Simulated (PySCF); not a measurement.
# C$_{6}$H$_{18}$AlP: what the fields show

The calculation's input:

```
{"job": {"kind": "nmr", "xc": "PBE0", "basis": "pcSseg-1"}, "charge": 0, "multiplicity": 1}
C      1.810540     1.778672    -0.844470
Al     1.421518    -0.089899    -0.286291
C      2.036547    -0.641356     1.524696
C      1.415740    -1.485025    -1.703073
P     -1.016335     0.074168     0.180299
C     -1.781460    -1.513346     0.664478
C     -2.052989     0.662549    -1.205105
C     -1.429753     1.204542     1.555434
H      1.570437     2.524030    -0.066198
H      1.278408     2.074727    -1.765388
H      2.888131     1.894220    -1.059669
H      1.581465    -1.587631     1.866933
H      3.128925    -0.805876     1.531709
H      1.834945     0.121877     2.296894
H      1.023301    -2.455457    -1.352347
H      0.836000    -1.194191    -2.596667
H      2.445883    -1.676739    -2.053619
H     -1.263621    -1.902600     1.553236
H     -2.854644    -1.404650     0.883727
H     -1.645413    -2.237827    -0.151810
H     -3.116818     0.721314    -0.928863
H     -1.933374    -0.022828    -2.056997
H     -1.699649     1.656085    -1.517790
H     -1.073707     2.214930     1.306180
H     -2.512182     1.236063     1.752892
H     -0.901125     0.872180     2.460716
```

Launched as:

```sh
OMP_NUM_THREADS=1 python probes_run.py task.json out
```

Geometry: PBE0-D3(BJ)/def2-SVP.

All numbers below come from PySCF 2.14.0, PBE0/pcSseg-1, SCF density, gas phase, non-relativistic.

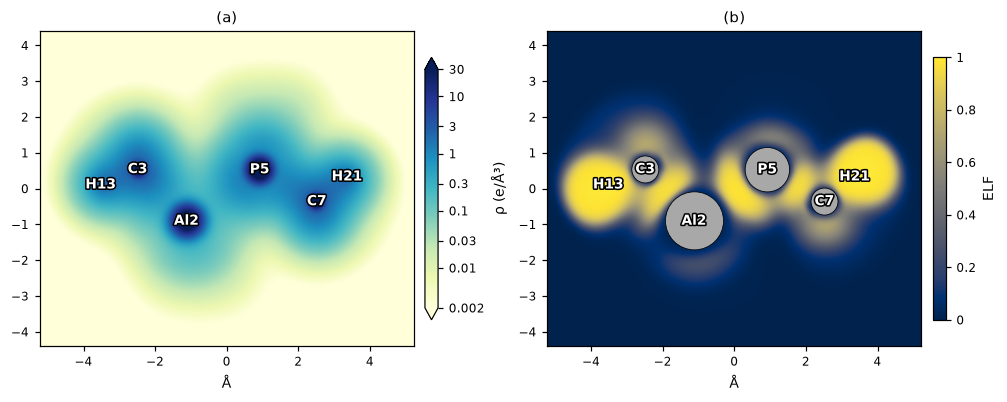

Figure 1. (a) total electron density; (b) electron localisation function on the plane of atoms Al2, P5 and C7. Grey discs cover the atomic cores in the ELF map.

Question: Read the bonding off the picture.

Answer: The plane passes through Al, C, P and H nuclei.
C–P (1.83 Å): the density is about 1.2 e/Å³ at the midpoint; the ELF peaks at about 0.95 between the atoms, as expected for a covalent bond.
C–Al (1.99 Å): ρ is about 0.67 e/Å³ halfway; the ELF peaks at about 0.95 between the atoms: a polar covalent bond.
Al–P (2.49 Å): the density is about 0.44 e/Å³ at the midpoint; the ELF peaks at about 1 between the atoms, as expected for localised, covalent bonding.
C–H (1.10 Å): ρ at the midpoint is about 1.8 e/Å³; the ELF climbs to about 1 towards the hydrogen, as it does in any bond to H; an ordinary covalent bond to hydrogen.

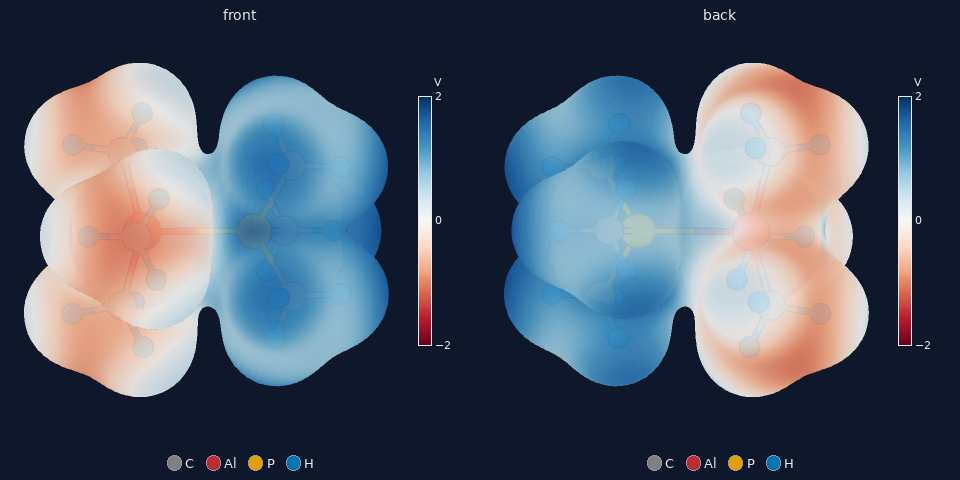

Figure 2. The molecular electrostatic potential painted on the density surface at 0.004 e/bohr³, seen from the front and from behind; the colour scale runs from red (negative) to blue (positive).

Question: Describe the electrostatic potential map.

Answer: The most negative region (about −1.0 V) lies over C1, C3 and C4, the most positive (about +1.7 V) over the Al, H and P atoms.

Question: How polar is the molecule by this calculation?

Answer: Its dipole moment is 5.28 D.
